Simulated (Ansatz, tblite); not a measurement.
# Mo(NH)2Cl2 (Cl2H2MoN2): spin states and exact exchange

Is the singlet the ground state of Mo(NH)2Cl2 (Cl2H2MoN2)? Other spin states are computed and compared level by level.

Program: Ansatz 0.2.0, Gaussian basis. Level of theory: as each input shows. These are calculated values, not measurements.

Plan: triplet, at the geometry of the singlet (GFN1-xTB, GFN2-xTB, PBE0-D4/def2-TZVP, PBE-D4/def2-TZVP, r2SCAN-D4/def2-TZVP); the singlet's energies come from earlier runs.

2 further runs of the same task are left out: 2 set aside as unsound or not needed.

### 1 The geometry

The geometry is that of the singlet, from an earlier relaxation (PBE-D4/def2-SVP).

7 atoms, charge 0, spin multiplicity 1.

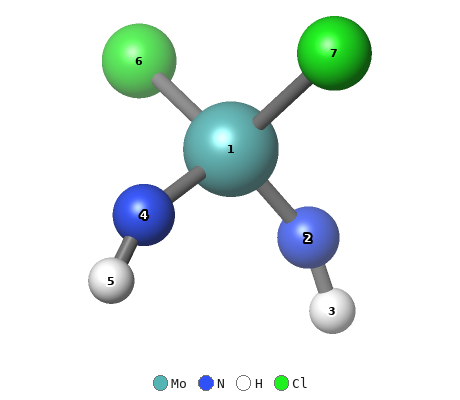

The geometry (molybdenum teal, nitrogen blue, hydrogen white, chlorine green); atoms are numbered from 1 in the order of the file.

Geometry (Å):

```xyz
7
Cl2H2MoN2
Mo   -0.4029    0.0043   -0.2802
N    -0.3799   -0.0192    1.4516
H     0.0879   -0.0323    2.3667
N     1.2279    0.0114   -0.8644
H     2.2484    0.0085   -0.7423
Cl   -1.3907    1.9676   -0.9390
Cl   -1.3907   -1.9402   -0.9924
```

Formally the metal is d0. Mo takes a core potential in the def2 sets. No spin-orbit coupling is included.

### 2 Triplet at the fixed geometry, GFN1-xTB

Tight binding, by tblite at 300 K electronic temperature and without a spin-polarisation term:

```python
tblite.interface.Calculator('GFN1-xTB', numbers, positions, charge=0, uhf=2).singlepoint()
```

Energy -490.7068 eV; 0.009 s.

### 3 Triplet at the fixed geometry, GFN2-xTB

Tight binding, by tblite at 300 K electronic temperature and without a spin-polarisation term:

```python
tblite.interface.Calculator('GFN2-xTB', numbers, positions, charge=0, uhf=2).singlepoint()
```

Energy -490.1352 eV; 0.012 s.

### 4 Triplet at the fixed geometry, PBE0-D4/def2-TZVP

in.yaml

```yaml
crystal:
  periodic: [false, false, false]
  atoms:
    - {symbol: Mo, position_ang: [-0.402936, 0.004288, -0.280206]}
    - {symbol: N, position_ang: [-0.379869, -0.019203, 1.451584]}
    - {symbol: H, position_ang: [0.087895, -0.032260, 2.366661]}
    - {symbol: N, position_ang: [1.227897, 0.011379, -0.864409]}
    - {symbol: H, position_ang: [2.248445, 0.008487, -0.742289]}
    - {symbol: Cl, position_ang: [-1.390747, 1.967561, -0.938989]}
    - {symbol: Cl, position_ang: [-1.390676, -1.940242, -0.992353]}
basis:
  gaussian: {orbitals: def2-TZVP}
magnetization: {spin_polarized: true, initial_magnetization: 2}
hamiltonian: {xc: pbe0, dispersion: d4}
scf: {omitted_lower_state_checks: [starts]}
output: {orbitals: {seedname: orbitals}}
```

Run with:

```console
ansatz run in.yaml --threads 4 --pin off --events-out ev --progress --plain --max-ram 3916MiB
```

Standard output:

```text
Functional definition: PBE0
  name "PBE0"
  cite "Adamo & Barone, J. Chem. Phys. 110, 6158 (1999) doi:10.1063/1.478522"
  cite "Perdew, Burke & Ernzerhof, Phys. Rev. Lett. 77, 3865 (1996) doi:10.1103/PhysRevLett.77.3865"
  parent pbe
  parameter a = 0.25
  parameter kappa = 0.804
  parameter beta = 0.06672455060314922
  exchange = (1 - a)*pbe_x(kappa = kappa, mu = beta*pi^2/3) + a*exact_x
  correlation = pbe_c(beta = beta)
these checks for a lower state are left out or cut short: starts
1312 factors; their error is unknown
mean field evaluation 1: about -29884.3136 eV, gradient 6.8e1 eV
mean field evaluation 2: about -29729.6435 eV, gradient 1.8e2 eV
mean field evaluation 4: about -29896.4364 eV, gradient 3.7e1 eV
mean field evaluation 8: about -29904.3806 eV, gradient 8.1e-1 eV
mean field evaluation 16: about -29904.5312 eV, gradient 1.5e-2 eV
mean field evaluation 32: about -29904.5312 eV, gradient 5.7e-5 eV
mean field -29904.53121971 eV, -1098.9712523049 hartree, gradient 2.2e-5 eV, S^2 2.027132; 0 other end points of the search recorded, 0 dependent functions left out
reference -29904.53126441 eV, -1098.9712539476 hartree; 33, 31 occupied and 155, 157 virtual orbitals, 1312 factors
Total energy: -29904.75292925 eV, -1098.9793999805 hartree
Checks for a lower state left out: starts
```

Run time: 17 s. Hardware: 4 threads of Intel Xeon Platinum 8259CL at 2.50GHz, shared host; peak memory 0.73 GiB.

HOMO -5.22 eV, LUMO -6.04 eV (over both spins; with the spin held, an empty level of the minority spin lies below the top filled one); ⟨S²⟩ 2.027 (pure: 2.00).

### 5 Triplet at the fixed geometry, PBE-D4/def2-TZVP

start.molden holds the orbitals of an earlier run on this state, given as this run's starting guess.

Edit in.yaml of step 4 so:

```diff
@@ -11,5 +11,5 @@
 basis:
-  gaussian: {orbitals: def2-TZVP}
+  gaussian: {orbitals: def2-TZVP, initial_orbitals: start.molden}
 magnetization: {spin_polarized: true, initial_magnetization: 2}
-hamiltonian: {xc: pbe0, dispersion: d4}
+hamiltonian: {xc: pbe, dispersion: d4}
 scf: {omitted_lower_state_checks: [starts]}
```

The command is unchanged.

Standard output:

```text
Functional definition: PBE
  name "PBE"
  cite "Perdew, Burke & Ernzerhof, Phys. Rev. Lett. 77, 3865 (1996) doi:10.1103/PhysRevLett.77.3865"
  parent pbe
  parameter kappa = 0.804
  parameter beta = 0.06672455060314922
  exchange = pbe_x(kappa = kappa, mu = beta*pi^2/3)
  correlation = pbe_c(beta = beta)
these checks for a lower state are left out or cut short: starts
1218 factors; their error is unknown
mean field evaluation 1: about -29904.1921 eV, gradient 9.6e0 eV
mean field evaluation 2: about -29904.4095 eV, gradient 4.5e-1 eV
mean field evaluation 4: about -29904.4042 eV, gradient 1.9e-1 eV
mean field evaluation 8: about -29904.4044 eV, gradient 4.7e-5 eV
mean field -29904.40437151 eV, -1098.9665907197 hartree, gradient 5.1e-6 eV, S^2 2.007004; 0 other end points of the search recorded, 0 dependent functions left out
reference -29904.40443717 eV, -1098.9665931328 hartree; 33, 31 occupied and 155, 157 virtual orbitals, 1218 factors
Total energy: -29904.66219869 eV, -1098.9760656939 hartree
Checks for a lower state left out: starts
```

Run time: 6.5 s. Hardware: 4 threads of Intel Xeon Platinum 8259CL at 2.50GHz, shared host.

From the report: HOMO -3.61 eV, LUMO -6.83 eV (over both spins; with the spin held, an empty level of the minority spin lies below the top filled one); ⟨S²⟩ 2.007 (pure: 2.00).

### 6 Triplet at the fixed geometry, r2SCAN-D4/def2-TZVP

Edit in.yaml of step 5 so:

```diff
@@ -13,3 +13,3 @@
 magnetization: {spin_polarized: true, initial_magnetization: 2}
-hamiltonian: {xc: pbe, dispersion: d4}
+hamiltonian: {xc: r2scan, dispersion: d4}
 scf: {omitted_lower_state_checks: [starts]}
```

The command is unchanged.

Standard output:

```text
Functional definition: r2SCAN
  name "r2SCAN"
  cite "Furness, Kaplan, Ning, Perdew & Sun, J. Phys. Chem. Lett. 11, 8208 (2020) doi:10.1021/acs.jpclett.0c02405"
  cite "Furness, Kaplan, Ning, Perdew & Sun, J. Phys. Chem. Lett. 11, 9248 (2020) doi:10.1021/acs.jpclett.0c03077"
  parent r2scan
  parameter k0 = 0.174
  parameter k1 = 0.065
  parameter a1 = 4.9479
  exchange = r2scan_x(k0 = k0, k1 = k1, a1 = a1)
  correlation = r2scan_c
these checks for a lower state are left out or cut short: starts
1218 factors; their error is unknown
mean field evaluation 1: about -29914.7634 eV, gradient 6.8e0 eV
mean field evaluation 2: about -29914.8377 eV, gradient 1.6e-1 eV
mean field evaluation 4: about -29914.8260 eV, gradient 2.0e-2 eV
mean field evaluation 8: about -29914.8260 eV, gradient 1.9e-5 eV
mean field -29914.82596214 eV, -1099.3495771114 hartree, gradient 1.9e-5 eV, S^2 2.018962; 0 other end points of the search recorded, 0 dependent functions left out
reference -29914.82598420 eV, -1099.3495779220 hartree; 33, 31 occupied and 155, 157 virtual orbitals, 1218 factors
Total energy: -29914.88634370 eV, -1099.3517960926 hartree
Checks for a lower state left out: starts
```

It took 11 s on 4 threads of Intel Xeon Platinum 8259CL at 2.50GHz, shared host.

From the report: HOMO -3.99 eV, LUMO -6.73 eV (over both spins; with the spin held, an empty level of the minority spin lies below the top filled one); ⟨S²⟩ 2.019 (pure: 2.00).

### 7 Triplet less singlet, vertical

The singlet's energies are those of its earlier runs, whose logs aren't repeated here.

| level | triplet less singlet, vertical (eV) | time |
| --- | --- | --- |
| GFN1-xTB | +3.480 | 0.026 s |
| GFN2-xTB | +2.978 | 0.028 s |
| PBE-D4/def2-TZVP | +3.344 | 9.2 s |
| r2SCAN-D4/def2-TZVP | +3.293 | 17 s |
| PBE0-D4/def2-TZVP | +3.193 | 23 s |

Times add the two runs; a level without a time comes out of a correlated run. Tight binding without a spin term can't rank spin states.

### 8 Outcome

| quantity | value |
| --- | --- |
| triplet less singlet, vertical, functionals in def2-TZVP | +3.193 (PBE0-D4) to +3.344 eV (PBE-D4) |

**Reading.** All functionals put the triplet above the singlet, over a spread of 0.151 eV. The checks for a lower triplet were left out, so another state of that spin may lie lower. The singlet here is a closed shell; an open-shell singlet can lie lower. These are electronic energies, without zero-point motion, entropy or surroundings.
